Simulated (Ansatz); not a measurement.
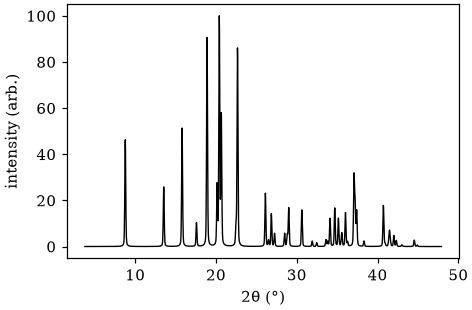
*Simulated powder pattern, Mo Kα, λ = 0.71073 Å*

The pattern belongs to a structure relaxed with DFT-PBE in the program Ansatz with PAW potentials.

### Question
Which of these materials gives this?
A. Al, fcc (Cu type)
B. AlCo, Cmcm (Al on 4c, Co on 4c)
C. AlNi, CsCl type
D. AlNi, Fd-3m (Ni on 8b, Al on 8a)

### Answer
B, AlCo, Cmcm (Al on 4c, Co on 4c)

The start of the workflow was typed in or built on a structure type; neither database checked (COD, Materials Project) lists it. Whether it is the stable phase at ambient conditions was not checked. Symmetry was held in the PBE relaxation; its stability against distortions is not shown here. Magnetic state: ferromagnetic, the only order run, not a proven ground state.

Potentials: the earlier of the program's two PAW sets.
